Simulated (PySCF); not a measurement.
```
atom    x (Å)    y (Å)    z (Å)
   C   2.8647  -1.0585  -0.6025
   N   1.6943  -0.6159  -0.6494
  Si   0.8114   0.5247   0.2739
  Si  -0.3930   1.9549  -1.1219
   C  -1.6424   0.7381  -0.3739
   F  -2.9873   0.6781  -0.5720
   C  -0.9774  -0.1076   0.4237
   C  -1.5431  -1.2255   1.2235
   H   3.2011  -1.7496  -1.3700
   H   3.5980  -0.8024   0.1660
   H   1.3676   0.9300   1.5775
   H  -0.3471   1.9446  -2.5849
   H  -0.6242   3.3391  -0.6958
   H  -1.3303  -1.0732   2.2821
   H  -2.6212  -1.3027   1.0875
   H  -1.0786  -2.1654   0.9250
```

Geometry: GFN2-xTB.

All numbers below come from PBE0/pcSseg-1, SCF density, gas phase, non-relativistic in PySCF 2.14.0.

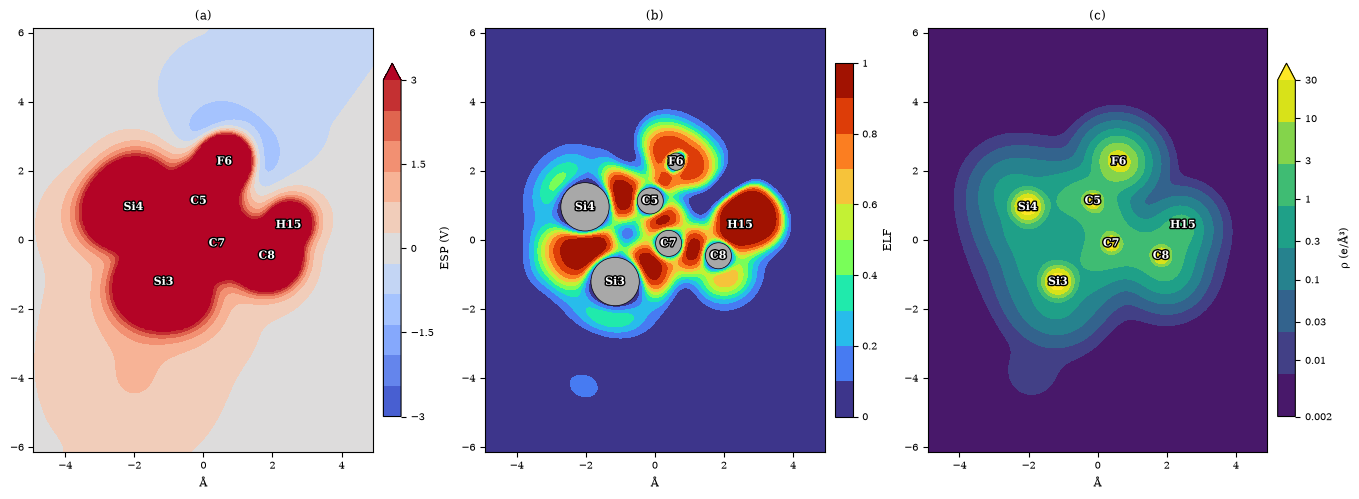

C₄H₈FNSi₂. (a) electrostatic potential; (b) ELF; (c) total electron density on the plane of atoms Si4, C5 and C7. Grey discs cover the atomic cores in the ELF map.

> What does the map show?

Atoms in the plane: Si, C, F and H.
C–C (1.34 Å): ρ is about 2.3 e/Å³ halfway; the ELF peaks at about 0.90 between the atoms (a multiple bond).
C–F (1.36 Å): ρ at the midpoint is about 2.1 e/Å³, with its minimum of 1.7 e/Å³ about 0.5 Å from C; the ELF peaks at about 0.85 between the atoms, as expected for a shared but strongly polarised pair.
C–Si (1.90 Å): ρ at the midpoint is about 0.9 e/Å³; the ELF peaks at about 0.95 between the atoms (localised, covalent bonding).
Si–Si (2.33 Å): ρ at the midpoint is about 0.61 e/Å³; the ELF peaks at about 0.95 between the atoms, as expected for localised, covalent bonding.
C–H (1.09 Å): ρ is about 2 e/Å³ halfway; the ELF climbs to about 1 towards the hydrogen, as it does in any bond to H: an ordinary covalent bond to hydrogen.
The ELF also peaks beside F6, away from the bonds: lone-pair regions.
Outside the dense part of the molecule the potential is most negative (−1.1 V) near F6.
